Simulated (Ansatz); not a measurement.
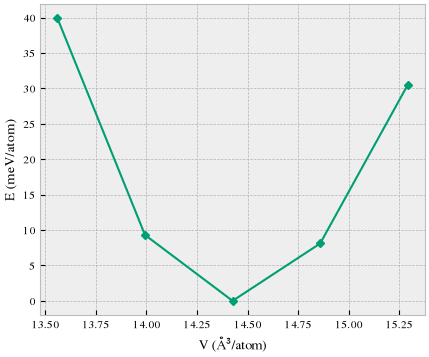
Fig. 1. CoPtAu in space group P3m1 (No. 156; Co on 1a, Pt on 1b, Au on 1c) under volume change, plane-wave PAW PBEsol (Ansatz code), shape and atoms relaxed at each volume.

Question: What does a third-order Birch–Murnaghan fit give for V₀, B₀ and B′?

Answer: V₀ = 14.43 Å³/atom, B₀ = 214 GPa, B′ = 5.7.

The start of the workflow was typed in or built on a structure type; neither database checked (COD, Materials Project) lists it. Its standing as an ambient phase is unchecked. The cell was relaxed with PBEsol under the symmetry of its start; its stability against distortions is not shown here. Magnetic state: ferromagnetic, the only order run, not a proven ground state. Spin–orbit coupling is left out wherever it is not named.

Potentials: the later of the program's two PAW sets.
